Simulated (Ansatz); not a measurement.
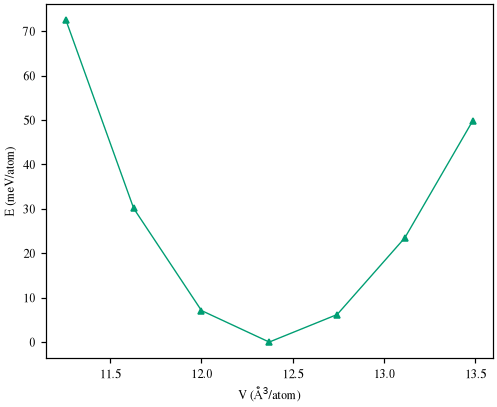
Figure: Cu₃Au (Cu3Au type, Pm-3m) under volume change, LDA (plane waves, PAW; program Ansatz), scaled uniformly.

Task: What does a third-order Birch–Murnaghan fit give for V₀, B₀ and B′?

Result: V₀ = 12.37 Å³/atom, B₀ = 190 GPa, B′ = 5.2.

The LDA relaxation kept the symmetry of its start. The run is not spin-polarised. Spin–orbit coupling is left out wherever it is not named.

Potentials: the earlier of the program's two PAW sets. The files were generated under PBE; for other functionals the program regenerates the frozen cores, and for LDA and PBEsol the local potential too.
